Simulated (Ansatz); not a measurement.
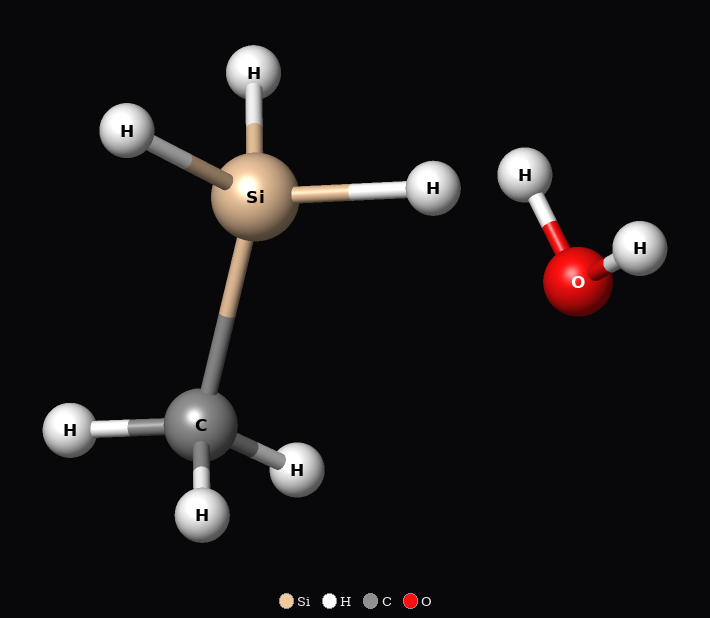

Sticks follow a distance rule. Harmonic vibrations computed with RKS PBE0-D4/def2-TZVP (Ansatz 0.2.0) at a stationary point of the same level.

Question: Minimum or transition state?

Answer: A minimum: no imaginary frequency, and the lowest mode lies at 72 cm⁻¹.

Question: List the wavenumbers.

Answer: 27 modes: 72, 82, 85, 103, 179, 183, 242, 517, 525, 712, 881, 885, 937, 958, 961, 1274, 1448, 1461, 1627, 2202, 2205, 2215, 3056, 3140, 3151, 3844, 3947 cm⁻¹.
